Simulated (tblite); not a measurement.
## Molecular dynamics, with input and output: C₅H₆ (part 2 of 2)

C₅H₆, SMILES C#CC1CC1; GFN2-xTB Langevin dynamics, gas phase (tblite 0.8.0). 

Geometry of the input (Å):
```
C  2.4409  -0.4364  -0.2350
C  1.3210  -0.2761  0.1592
C  -0.0201  -0.0812  0.6094
C  -0.8822  0.9479  -0.0743
C  -1.1621  -0.5058  -0.2769
H  3.4248  -0.5789  -0.5685
H  -0.1435  -0.2068  1.6794
H  -1.5582  1.5269  0.5369
H  -0.4482  1.5006  -0.8938
H  -2.0326  -0.9378  0.1935
H  -0.9182  -0.9418  -1.2338
```

## Trajectory as extended XYZ, continued
```
11
Properties=species:S:1:pos:R:3:forces:R:3 step=4900 time_fs=7350.0 energy=-371.44543 temperature=238.6
C    -0.9911    4.3524   -0.0948   -0.0380  -0.7490   0.0880
C    -0.3758    3.5672   -0.7788   -0.0530   0.4350   0.1050
C     0.4456    2.9398   -1.7727    0.8260   0.7050  -0.2530
C     1.1222    3.8197   -2.8189   -0.7180   0.9920  -0.0070
C     1.9596    3.0631   -1.8318    0.5840   0.9070   0.7780
H    -1.6298    4.7774    0.6459    0.4270  -0.0810  -0.4670
H     0.1490    2.0348   -2.2583   -0.7520  -0.5510   0.4400
H     0.9529    3.4886   -3.8542    0.5740   0.1930   0.5430
H     0.9683    4.9283   -2.7009    0.4410  -1.2720  -0.0670
H     2.5114    2.1936   -2.1720   -0.1310   0.1040  -0.0040
H     2.5548    3.6332   -1.0395   -1.1600  -0.6830  -1.1540
11
Properties=species:S:1:pos:R:3:forces:R:3 step=5250 time_fs=7875.0 energy=-371.57090 temperature=169.5
C    -1.5047    5.0315   -0.9118    1.0210  -0.5530  -0.1860
C    -0.5357    4.3447   -1.1251   -1.1580   0.3710   0.3750
C     0.4405    3.3996   -1.5264    1.1810   0.8830  -0.8510
C     1.2529    3.8392   -2.7479   -0.4910   1.0890   1.0650
C     1.9280    3.7190   -1.4062   -0.9750   0.2030   0.2770
H    -2.2612    5.7156   -0.7128   -0.2710   0.2330   0.1380
H     0.1682    2.3863   -1.4542   -0.4160  -1.0300   0.0560
H     1.4063    3.1695   -3.5437    0.3910  -0.8120  -0.5080
H     0.9912    4.8509   -3.1147    0.4100  -0.6200   0.3520
H     2.5851    2.8918   -1.1351   -0.1600   0.3680  -0.3920
H     2.0714    4.6323   -0.8338    0.4670  -0.1310  -0.3280
11
Properties=species:S:1:pos:R:3:forces:R:3 step=5600 time_fs=8400.0 energy=-371.42536 temperature=207.2
C    -2.5036    4.8710   -1.9402   -3.4480   1.9930   0.0980
C    -1.5088    4.2563   -1.9322    4.6070  -1.6930  -0.1690
C    -0.1281    3.7495   -1.8873   -1.1610   0.5610   0.8870
C     1.0053    4.3036   -2.6580    0.7120   0.0850  -2.1240
C     0.9536    4.6084   -1.2019   -0.3290  -0.5030  -0.6320
H    -3.4446    5.3599   -1.8824    0.3270  -0.3020  -0.1120
H    -0.1060    2.6973   -1.6937    0.0190  -0.4760   0.2610
H     1.8193    3.5904   -2.9896   -1.1210   0.8330   0.2470
H     0.7382    5.0412   -3.4578    0.5090  -0.4780   1.0070
H     1.6643    3.9882   -0.6651   -0.1280   0.6360   0.4270
H     0.7512    5.6355   -0.8943    0.0130  -0.6580   0.1120
11
Properties=species:S:1:pos:R:3:forces:R:3 step=5950 time_fs=8925.0 energy=-371.50784 temperature=231.4
C    -3.0862    3.6680   -1.8751    0.0170   0.0440   0.2570
C    -1.9843    3.8905   -1.4645    0.0110  -0.0500   0.3740
C    -0.6254    4.2666   -1.2303   -0.0510   1.0340   1.2170
C     0.3311    3.7956   -2.2560    0.3210   0.1320  -0.6770
C    -0.1854    5.2426   -2.2974    1.8510  -0.8730   0.2410
H    -4.0925    3.5015   -2.0799   -0.3010  -0.1630  -0.1520
H    -0.3211    4.5163   -0.1705   -0.3720  -0.6550  -1.1930
H     1.3743    3.5450   -2.0367   -0.4240   0.5290   0.1950
H    -0.0459    3.1059   -3.0009   -0.1840   0.0590   0.0180
H     0.6122    5.9756   -2.0880   -0.8470  -0.2290   0.0100
H    -0.9086    5.4978   -3.0403   -0.0200   0.1720  -0.2900
11
Properties=species:S:1:pos:R:3:forces:R:3 step=6300 time_fs=9450.0 energy=-371.54607 temperature=163.8
C    -3.5344    4.5435   -2.6101   -1.0240   0.0170  -0.4520
C    -2.5249    4.8581   -2.0587    0.7060  -0.0530   0.3840
C    -1.2423    4.9860   -1.4365    0.1510   0.6340  -0.8630
C    -0.1462    4.1333   -1.9670    0.6880  -0.1780   0.4380
C    -0.1086    5.6004   -2.2743   -0.3040  -0.6880  -0.7440
H    -4.4837    4.4340   -3.0650    0.3150  -0.0170   0.1150
H    -1.2820    5.1058   -0.3788    0.0300   0.5170   0.5410
H     0.6220    3.8332   -1.2473   -0.4630  -0.4190  -0.3830
H    -0.4618    3.4444   -2.7243    0.4110  -0.2990  -0.2020
H     0.7001    6.1306   -1.7867   -0.3800   0.2430  -0.1230
H    -0.2670    5.8217   -3.3581   -0.1280   0.2420   1.2900
11
Properties=species:S:1:pos:R:3:forces:R:3 step=6650 time_fs=9975.0 energy=-371.36254 temperature=217.8
C    -3.2833    3.5479   -3.7480   -1.1570  -0.5630  -0.7180
C    -2.3620    4.0095   -3.1561   -0.3730   0.3930   0.9350
C    -1.4364    4.5353   -2.2285    0.3020   0.7130   0.3890
C    -0.0602    4.1571   -2.5700    3.2410  -1.8850   0.3510
C    -0.4440    5.5282   -2.7920   -0.0500   1.2090   0.8480
H    -4.0868    3.1322   -4.2889    0.2690   0.0610  -0.0930
H    -1.7401    4.7298   -1.1995   -0.0850  -0.5210  -0.2710
H     0.7521    3.9574   -1.8396   -0.8880   0.2420   0.0760
H     0.2131    3.5665   -3.4312   -0.7000  -0.3620  -0.2640
H     0.0564    6.2573   -2.1779   -0.3860   0.2660   0.3970
H    -0.6409    5.8934   -3.7429   -0.1720   0.4450  -1.6500
11
Properties=species:S:1:pos:R:3:forces:R:3 step=7000 time_fs=10500.0 energy=-371.51035 temperature=303.9
C    -4.0582    5.1838   -3.9066   -0.5660   0.3720  -0.4690
C    -2.9301    5.0956   -3.5348    0.7880  -0.4020   0.2710
C    -1.6559    4.8382   -2.9713    1.0890   0.3350  -0.4130
C    -0.5076    4.1932   -3.7587   -1.3100   0.3760   0.0470
C    -0.4499    5.6286   -3.5033   -0.2290   0.6170   1.7010
H    -4.9336    5.5111   -4.3641   -0.4530  -0.0930  -0.0450
H    -1.6711    4.7162   -1.8927    0.0180  -0.2370  -0.1040
H     0.1092    3.5426   -3.2023    0.5500  -0.5920   0.0820
H    -0.7012    4.0353   -4.7845   -0.2110  -1.0120  -0.7090
H     0.2127    5.9020   -2.6979    0.2010   0.5690  -0.1100
H    -0.6255    6.3602   -4.2635    0.1240   0.0660  -0.2500
11
Properties=species:S:1:pos:R:3:forces:R:3 step=7350 time_fs=11025.0 energy=-371.44653 temperature=296.5
C    -4.7850    5.6350   -2.6723    1.7230  -0.4410  -0.0120
C    -3.7306    5.0331   -2.7875   -2.2850   1.3270   0.5350
C    -2.5504    4.2740   -2.9616   -0.2760   0.0630  -0.3210
C    -2.1980    3.9764   -4.3818    0.7630   1.3120  -0.1000
C    -1.3564    4.9487   -3.6125   -0.0280   0.1330   1.1110
H    -5.5384    6.3590   -2.4877    0.1420  -0.4930  -0.1590
H    -2.3782    3.5104   -2.2151    0.0630   0.0280   0.0650
H    -1.6478    3.1044   -4.6121   -0.1710  -0.8720  -0.4750
H    -2.7610    4.4963   -5.1271   -0.4690  -0.4740  -0.4410
H    -0.4904    4.4926   -3.1854    0.8760   0.2620  -0.0810
H    -1.2891    6.0396   -3.7455   -0.3380  -0.8460  -0.1230
11
Properties=species:S:1:pos:R:3:forces:R:3 step=7700 time_fs=11550.0 energy=-371.38266 temperature=228.3
C    -4.7567    6.6131   -2.7811    1.1130  -0.9510   0.5420
C    -3.7971    5.8554   -2.8019   -1.6000   0.9560   0.4200
C    -2.6285    5.0371   -3.0216    0.1240   1.3250  -0.6400
C    -2.2147    4.9495   -4.4455    0.9560  -0.3740  -1.7170
C    -1.3946    5.8380   -3.4992   -1.0100  -1.5260  -0.9280
H    -5.5936    7.2522   -2.5286    0.8950  -0.6780  -0.4620
H    -2.4351    4.1061   -2.5047   -0.3400   0.4060   0.5300
H    -1.8454    3.9403   -4.8295   -0.1790   1.4910   0.6850
H    -2.7309    5.4837   -5.2726    0.0930  -0.4350   0.9260
H    -0.4032    5.5211   -3.2614    0.2530  -0.2610   0.3760
H    -1.4544    6.8925   -3.7062   -0.3060   0.0470   0.2690
11
Properties=species:S:1:pos:R:3:forces:R:3 step=8050 time_fs=12075.0 energy=-371.48994 temperature=86.1
C    -4.1673    7.2230   -3.9663   -0.3280  -0.0310   0.4400
C    -3.3293    6.3708   -4.0449   -0.2570  -0.0300   0.1080
C    -2.3866    5.3194   -4.1838   -0.5300  -0.5280   1.0790
C    -2.2949    4.5185   -5.4474    0.7990   0.5840   0.5930
C    -1.1905    5.5114   -5.0277   -1.9480  -0.5310  -1.1990
H    -4.9647    7.8377   -3.6614    0.1670   0.1910  -0.3230
H    -2.3023    4.6859   -3.2762    0.0130   0.6480  -0.3430
H    -2.1154    3.4796   -5.2315    0.2050  -0.1780  -0.3810
H    -2.9168    4.6994   -6.2862   -0.3730   0.2890  -0.4050
H    -0.3355    5.0061   -4.7707    2.0140  -0.4360   0.6220
H    -1.1406    6.4471   -5.5500    0.2390   0.0220  -0.1920
11
Properties=species:S:1:pos:R:3:forces:R:3 step=8400 time_fs=12600.0 energy=-371.50374 temperature=198.2
C    -3.0233    6.6443   -3.4526    0.1100  -0.4010  -0.0790
C    -2.2354    5.7760   -3.6970   -0.4200   0.5060   0.4910
C    -1.2802    4.7753   -3.9482   -0.3400  -1.2710  -0.6430
C    -1.5432    3.9958   -5.2562    0.2530  -1.4690  -0.0580
C    -0.4167    4.9482   -5.1510   -0.2750   0.3980  -0.2160
H    -3.8341    7.2586   -3.2617   -0.3100   0.5170   0.0870
H    -0.9671    4.1914   -3.0657    0.0260   0.3930  -0.6010
H    -1.3223    2.8795   -5.3236   -0.1290   1.5620   0.3990
H    -2.3263    4.2368   -5.9526   -0.4400   0.2520   0.3560
H     0.5190    4.5050   -5.1492    1.7880  -0.5660   0.2180
H    -0.4272    5.8800   -5.6957   -0.2620   0.0780   0.0460
```

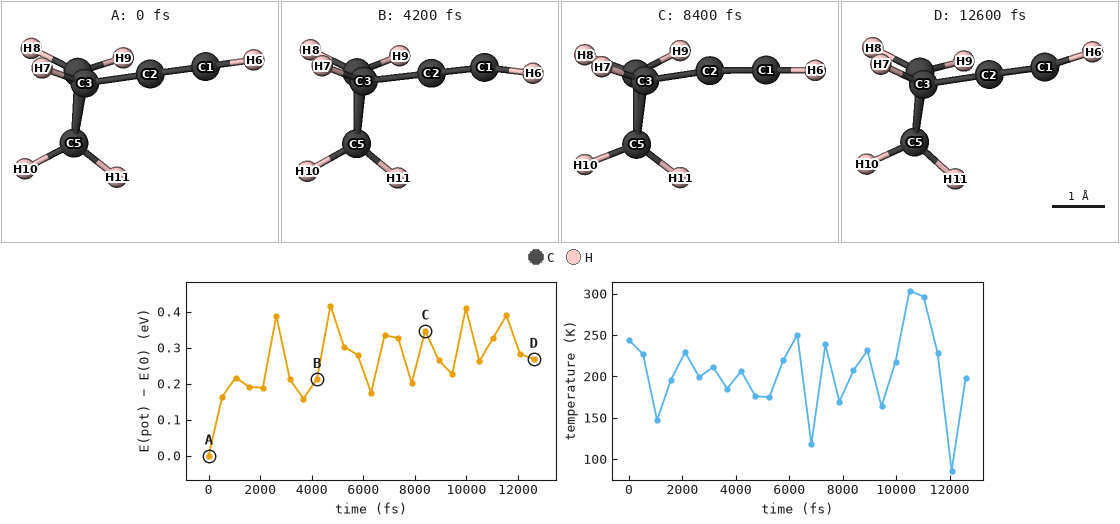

Frames of the molecular dynamics (ball-and-stick, seen at a tilt) above the curves, on which the letters mark them. The trajectory kept here has 25 frames over 12600 fs. The temperature starts at 244 K, ranges from 86 to 304 K and averages 208 K over the second half. The potential energy ends 0.269 eV above its first value. After an unweighted best fit of the last frame on the first, the root-mean-square displacement is 0.08 Å, and H6 has moved furthest (0.15 Å).

## Key numbers

- outcome: finished
- mean temperature over the second half: 208 K
- trajectory: 25 frames kept, 12600 fs
- wall time: 27 s
- peak memory: 0.31 GiB
